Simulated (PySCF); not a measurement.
Ga2H6: frequency calculation

- system: Ga2H6
- method: RKS-based PBE0, Ga def2-TZVP, H def2-TZVP; non-relativistic Hamiltonian; density fitting (PySCF 2.14.0)

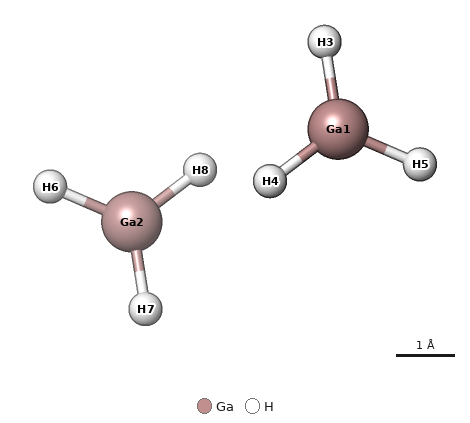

*The structure (ball-and-stick view, seen at an oblique angle; atoms are numbered from 1 in the order of the input). Sticks mark near contacts.*

The input
```python
from pyscf import gto, scf, dft
mol = gto.M(atom='''
Ga    -0.004115    -0.006661     4.289355
Ga     0.004115     0.006661    -4.289355
H      1.563636    -0.011962     4.236292
H     -0.791948     1.324216     4.026714
H     -0.782949    -1.331531     4.602679
H      0.782949     1.331531    -4.602679
H     -1.563636     0.011962    -4.236292
H      0.791948    -1.324216    -4.026714''',
    basis={'Ga': 'def2-TZVP', 'H': 'def2-TZVP'},
    charge=0, spin=0)
mf = dft.RKS(mol, xc='PBE0')
mf.grids.atom_grid = (75, 302)
aux = {'Ga': 'def2-universal-JKFIT', 'H': 'def2-universal-JKFIT'}
mf = mf.density_fit(auxbasis=aux)
mf.conv_tol = 1e-09
mf.diis_space = 10
mf.max_cycle = 60
mf.verbose = 4
mf.kernel()
```

The script is an equivalent of the set-up of the self-consistent field. The run itself was carried out by a driver, which started from the orbitals of the step before it where there was one and computed the further properties.

Launched with:
```bash
OMP_NUM_THREADS=4 python axn.py task.json out
```

Log
```
init E= -3852.72090369735
  HOMO = -0.316527369032628  LUMO = -0.0683620992226029  gap/eV = 6.75292
cycle= 1 E= -3852.72090369736  delta_E= -2.73e-12  |g|= 4.01e-07  |ddm|= 4.29e-07
  HOMO = -0.316527384331683  LUMO = -0.0683620885254342  gap/eV = 6.75292
Extra cycle  E= -3852.72090369735  delta_E= 4.55e-12  |g|= 5.42e-07  |ddm|= 3.99e-07
converged SCF energy = -3852.72090369735
```

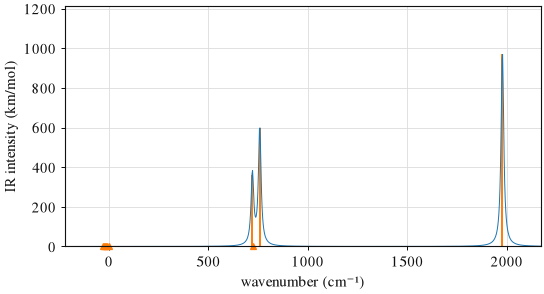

*Harmonic infrared spectrum, unscaled: sticks (degenerate modes added up, dark ones marked on the axis) with a Lorentzian envelope of 16 cm⁻¹ full width, scaled to the tallest stick; imaginary modes are drawn at negative wavenumbers.*

18 modes from 29i to 1980 cm⁻¹, 5 imaginary beyond 8i (29i, 23i, 17i, 12i cm⁻¹): not a minimum. The strongest line is at 1979 cm⁻¹ (968 km/mol).

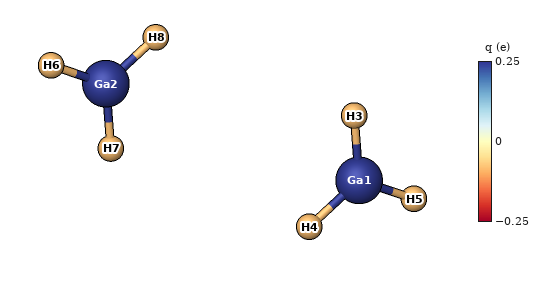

*Mulliken charges, as the colour of each atom (ball-and-stick view, seen at a tilt; atoms are numbered from 1 in the order of the input; Mulliken charges depend strongly on the basis).*

By element: Ga +0.24 and H −0.08 e.

Results in brief

- outcome: converged
- total energy: −3852.720904 hartree
- HOMO: −8.61 eV
- LUMO: −1.86 eV
- zero-point energy: 0.037269 hartree
- dipole moment: 0.00 D
- wavenumbers, lowest and highest: 29i and 1980 cm⁻¹
- hardware: 4 threads of Arm Neoverse V2, 24 GiB of memory available, shared host
- wall time: 98 s (CPU time 4.7 min)
- peak memory: 2.3 GiB

Remarks

Checks after the run noted: a mode under 25 cm-1 is near the numerical noise.
